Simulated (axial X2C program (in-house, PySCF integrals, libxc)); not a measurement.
# RuOH: Ω levels from open-shell CI on d7 s0 p(π)0

Aim: the spin–orbit levels of RuOH that arise from the configuration d7 s0 p(π)0 of Ru, and how they move with the bond.

Method: two-component X2C, average-of-configuration Hartree–Fock and CI in the open shells; program: an in-house X2C program for linear molecules on PySCF integrals.

All values are calculated.

## (1) The job

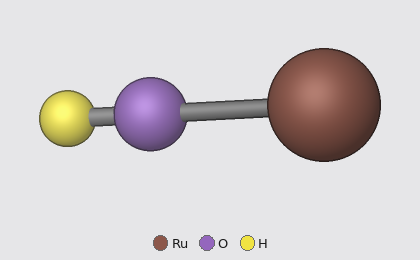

The atoms on one line, bonds 1.985 and 0.950 Å (ruthenium brown, oxygen purple, hydrogen yellow).

task.json

```json
{"zs": [44, 8, 1], "q": 0, "bas": ["dyall-v3z", "dyall-av3z", "dyall-v3z"], "r0": 1.88, "metal": 0, "shells": [[2, [0, 1, 2], 7], [0, [0], 0], [1, [1], 0]], "fix": 0, "emax": 3.2, "nroots": 4, "r2": 0.95, "opt": {"gaunt": 0}}
```

Keys: zs atomic numbers; q charge; bas basis sets; r0 starting distance in Å; metal index of the metal atom; shells open shells as [l, |m| values, electrons]; fix electron count of the first shell held; emax energy window in eV; nroots roots for each Ω; r2 second bond in Å, held; gaunt Gaunt term on or off.

Started as:

```
python soci.py task.json out
```

Two-component X2C with atomic mean-field Coulomb terms (Gaunt term off), basis Ru dyall-v3z, O dyall-av3z, H dyall-v3z (cores contracted in-house). Orbitals come from Hartree–Fock averaged over the configuration Ru d7 s0 p(π)0; CI then distributes these electrons over the d, s, p(π) shells of Ru.

## (2) CI at Ru–O–H held linear, bonds 1.985 and 0.950 Å (the second held)

Output:

```text
average of configuration d7 s0 p(π)0
basis functions 198  fitting functions 1049
iter      average energy  largest gradient
   1      -4604.311262018   3.17e+00
   2      -4604.797083261   4.13e-02
   3      -4604.798396125   1.37e-02
   4      -4604.798866291   8.36e-03
   5      -4604.798881944   1.26e-03
   6      -4604.798885234   1.41e-03
   7      -4604.798887816   4.63e-04
   8      -4604.798888269   1.12e-04
   9      -4604.798888294   2.73e-05
  10      -4604.798888300   1.57e-05
converged
CI levels
2*Omega        energy/Eh    cm-1   g(par)  dipole/D  leading shell counts
    9     -4604.87654745        0  11.992   -4.171  {'7 0 0': 0.999}
    7     -4604.87440568      470   8.700   -4.260  {'7 0 0': 0.999}
    5     -4604.87239259      912   5.788   -4.308  {'7 0 0': 0.998}
    3     -4604.87111106     1193   3.550   -4.270  {'7 0 0': 0.998}
    1     -4604.87072002     1279   1.266   -4.207  {'7 0 0': 0.998}
    7     -4604.86825459     1820   9.282   -4.328  {'7 0 0': 0.998}
    5     -4604.86724573     2041   5.570   -4.197  {'7 0 0': 0.998}
    3     -4604.86612400     2288   2.554   -4.220  {'7 0 0': 0.998}
    1     -4604.86464100     2613   0.674   -4.281  {'7 0 0': 0.998}
    3     -4604.86300790     2972   2.324   -4.212  {'7 0 0': 0.998}
    5     -4604.86254035     3074   6.631   -4.289  {'7 0 0': 0.998}
    1     -4604.86050387     3521   1.040   -4.281  {'7 0 0': 0.997}
    3     -4604.85914057     3820   3.580   -4.248  {'7 0 0': 0.997}
    1     -4604.85742562     4197   1.022   -4.210  {'7 0 0': 0.997}
    5     -4604.82041876    12319   5.944   -4.033  {'7 0 0': 0.997}
    7     -4604.81889056    12654   7.981   -4.179  {'7 0 0': 0.998}
    9     -4604.81004928    14595   9.959   -4.375  {'7 0 0': 0.997}
    7     -4604.80215654    16327   6.087   -4.355  {'7 0 0': 0.996}
    9     -4604.78814499    19402   9.591   -4.090  {'7 0 0': 0.991}
   11     -4604.78639840    19785  12.003   -4.317  {'7 0 0': 0.996}
    9     -4604.78375125    20366  13.961    3.919  {'6 1 0': 0.997}
```

Dipoles in the output refer to the first atom as origin.

It took 5.7 s on 1 thread of Arm Neoverse N1, shared host; peak memory 0.38 GiB.

Active spinors (ω > 0; filled shells left out):

```
shell    ω  ε (eV)                   character
    d  3/2   -6.36                    99% Ru d
    d  5/2   -6.07                   100% Ru d
    d  1/2   -5.85                    91% Ru d
    d  3/2   -5.64                    92% Ru d
    d  1/2   -5.25  81% Ru d, 10% Ru s, 4% O p
    s  1/2   -0.03          59% Ru s, 35% Ru p
 p(π)  1/2    1.15                    96% Ru p
 p(π)  3/2    1.16                    96% Ru p
```

The levels:

```csv
Ω,energy (cm⁻¹),g∥,μ (D),configuration
9/2,0,11.99,-4.17,100% d7
7/2,470,8.70,-4.26,100% d7
5/2,912,5.79,-4.31,100% d7
3/2,1193,3.55,-4.27,100% d7
1/2,1279,1.27,-4.21,100% d7
7/2,1820,9.28,-4.33,100% d7
5/2,2041,5.57,-4.20,100% d7
3/2,2288,2.55,-4.22,100% d7
1/2,2613,0.67,-4.28,100% d7
3/2,2972,2.32,-4.21,100% d7
5/2,3074,6.63,-4.29,100% d7
1/2,3521,1.04,-4.28,100% d7
3/2,3820,3.58,-4.25,100% d7
1/2,4197,1.02,-4.21,100% d7
5/2,12319,5.94,-4.03,100% d7
7/2,12654,7.98,-4.18,100% d7
9/2,14595,9.96,-4.37,100% d7
7/2,16327,6.09,-4.35,100% d7
9/2,19402,9.59,-4.09,99% d7
11/2,19785,12.00,-4.32,100% d7
```

g∥ is the magnitude of 2⟨Lz + ge Sz⟩ for the +Ω component. μ is positive if the H end is positive.

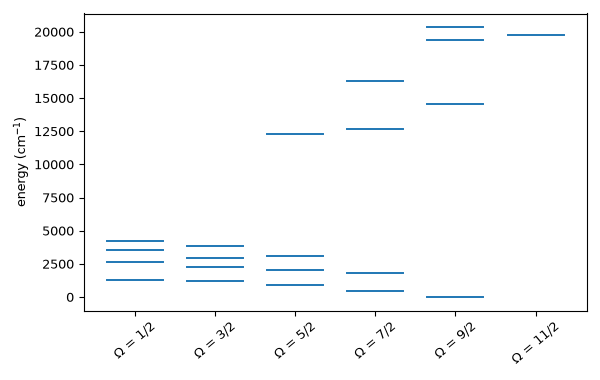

The lowest levels by Ω.

## (3) The same at Ru–O–H held linear, bonds 1.916 and 0.950 Å (the second held)

```
  Ω  energy (cm⁻¹)     g∥  μ (D)  configuration
9/2              0  11.99  -3.67        100% d7
7/2            422   8.81  -3.80        100% d7
5/2            870   5.78  -3.86        100% d7
3/2           1220   3.32  -3.82        100% d7
1/2           1369   1.17  -3.73        100% d7
7/2           1717   9.18  -3.85        100% d7
5/2           2066   5.39  -3.71        100% d7
3/2           2312   2.79  -3.73        100% d7
1/2           2612   0.39  -3.83        100% d7
3/2           2974   2.04  -3.73        100% d7
```

## (4) Curves along the Ru–O bond, the other held

The same input was run at the other distances (logs left out). Energies in cm⁻¹ from the lowest point; levels are followed by energy order within each Ω.

```
R (Å)  (1)Ω=9/2  (1)Ω=7/2  (1)Ω=5/2  (1)Ω=3/2  (1)Ω=1/2  (2)Ω=7/2  (2)Ω=5/2
1.846      1742      2070      2517      2947      3204      3318      3823
1.916       442       865      1312      1662      1812      2159      2508
1.985         0       470       912      1193      1279      1820      2041
2.064       234       729      1157      1376      1419      2129      2244
2.144      1036      1538      1945      2118      2136      2965      3013
2.233      2368      2863      3242      3378      3382      4300      4310
2.342      4368      4843      5185      5292      5288      6272      6271
```

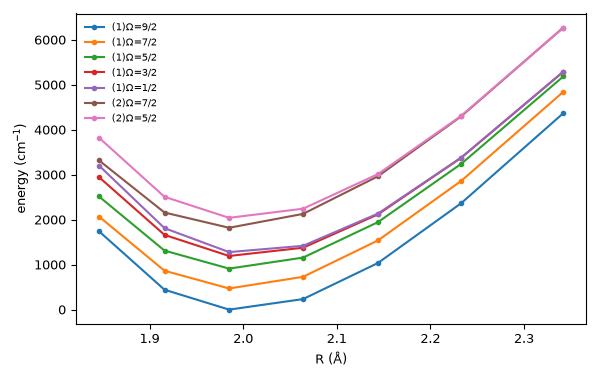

The lowest levels along the scan.

Constants where the minimum is well bracketed:

```
level of the curve  Te (cm⁻¹)  Re (Å)  ωe (cm⁻¹)
          (1)Ω=9/2          0   1.997      528.5
          (1)Ω=7/2        475   1.994      522.5
          (1)Ω=5/2        915   1.995      518.3
          (1)Ω=3/2       1185   2.002      516.2
          (1)Ω=1/2       1257   2.008      519.8
          (2)Ω=7/2       1829   1.987      523.8
          (2)Ω=5/2       2036   2.001      523.4
```

## (5) Summary of results

| quantity | value |
| --- | --- |
| lowest level of the model | Ω = 9/2, g∥ = 11.99, 100% d7 |
| next level | Ω = 7/2, 470 cm⁻¹ higher |
| lowest curve, Re and ωe | 1.997 Å, 528.5 cm⁻¹ |

**Reading.** In the lowest level ⟨Sz⟩ = 1.49 and ⟨Lz⟩ = 3.01; its leading determinant has weight 0.94 among 463. From 1.985 to 1.916 Å the gap from the lowest to the fifth level goes from 1279 to 1369 cm⁻¹. Without dynamic correlation distances can be off by several hundredths of an Å, and the wavenumbers are rough. There is no dynamic correlation: spin–orbit spacings and, for f shells, spacings inside one term are the most reliable numbers, splittings between terms come out too wide, and energies between configurations are not reliable, so the lowest level need not be the ground state of the molecule. For d shells the ligand-field splittings (σ, π, δ) and their order can be off by a thousand cm⁻¹ or more. At most 4 roots were kept for each Ω > 0 (twice that for Ω = 0) within 3.2 eV of the lowest, so higher up levels can be missing between those listed; levels with Ω > 0 are doubly degenerate and listed once, Ω = 0 levels singly. Some active spinors are only partly of the character that their shell is named for, so the shell names and counts are nominal. States that fill the shells left empty in the average are placed too high. The molecule was held linear; bending was not examined.
